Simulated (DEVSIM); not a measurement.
Device: abrupt Si p-n junction, at 300 K.

```csv
layer (left to right),material,thickness (μm),Nd (cm⁻³),Na (cm⁻³),τn (s),τp (s)
1,Si,34.0,-,3.4e17,0.00035,0.00035
2,Si,32.0,3.3e17,-,0.00035,0.00035
```

Left contact: ohmic. Right contact: ohmic. Voltage is applied to the left contact. Recombination: SRH at mid-gap, Auger. Mobility is μmin + (μ − μmin)/(1 + (N/Nref)^α).

Constants are typed, rounded textbook-type inputs, not results; the design itself was drawn at random and stands for no fabricated device. Values at 300 K.

| parameter | Si |
|---|---|
| gap (eV) | 1.124 |
| affinity (eV) | 4.05 |
| permittivity | 11.7 |
| Nc (cm⁻³) | 2.86e19 |
| Nv (cm⁻³) | 3.1e19 |
| μn (cm²/Vs) | 1417 |
| μp (cm²/Vs) | 470 |
| μn,min | 52 |
| μp,min | 45 |
| Nref,n | 9.7e16 |
| Nref,p | 2.2e17 |
| αn | 0.68 |
| αp | 0.72 |
| Cn (cm⁶/s) | 2.8e-31 |
| Cp (cm⁶/s) | 9.9e-32 |

Model (solved in DEVSIM): 1D drift-diffusion, Boltzmann statistics, complete ionisation; no tunnelling, impact ionisation, image-force lowering or self-heating.

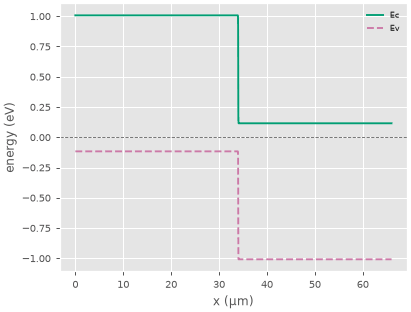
Fig. 1. Band edges at zero bias

Energies count from the Fermi level of the right contact; mesh points crowd at the junctions.

| x (μm) | Ec (eV) | Ev (eV) | n (cm⁻³) | p (cm⁻³) | field (V/cm) |
|---|---|---|---|---|---|
| 0.000 | 1.007 | -0.117 | 340 | 3.4e17 | ≈ 0 |
| 0.05122 | 1.007 | -0.117 | 340 | 3.4e17 | ≈ 0 |
| 0.2116 | 1.007 | -0.117 | 340 | 3.4e17 | ≈ 0 |
| 0.7137 | 1.007 | -0.117 | 340 | 3.4e17 | ≈ 0 |
| 3.310 | 1.007 | -0.117 | 340 | 3.4e17 | ≈ 0 |
| 10.41 | 1.007 | -0.117 | 340 | 3.4e17 | ≈ 0 |
| 25.16 | 1.007 | -0.117 | 340 | 3.4e17 | ≈ 0 |
| 32.06 | 1.007 | -0.117 | 340 | 3.4e17 | ≈ 0 |
| 33.40 | 1.007 | -0.117 | 340 | 3.4e17 | ≈ 0 |
| 33.82 | 1.007 | -0.117 | 340 | 3.4e17 | ≈ 0 |
| 33.96 | 0.991 | -0.133 | 640 | 1.8e17 | -21000 |
| 34.02 | 0.283 | -0.841 | 5.0e14 | 230000 | -120000 |
| 34.10 | 0.115 | -1.009 | 3.3e17 | 350 | ≈ 0 |
| 34.38 | 0.115 | -1.009 | 3.3e17 | 350 | ≈ 0 |
| 35.78 | 0.115 | -1.009 | 3.3e17 | 350 | ≈ 0 |
| 39.64 | 0.115 | -1.009 | 3.3e17 | 350 | ≈ 0 |
| 51.25 | 0.115 | -1.009 | 3.3e17 | 350 | ≈ 0 |
| 61.31 | 0.115 | -1.009 | 3.3e17 | 350 | ≈ 0 |
| 64.98 | 0.115 | -1.009 | 3.3e17 | 350 | ≈ 0 |
| 65.69 | 0.115 | -1.009 | 3.3e17 | 350 | ≈ 0 |
| 65.92 | 0.115 | -1.009 | 3.3e17 | 350 | ≈ 0 |
| 66.00 | 0.115 | -1.009 | 3.3e17 | 350 | ≈ 0 |
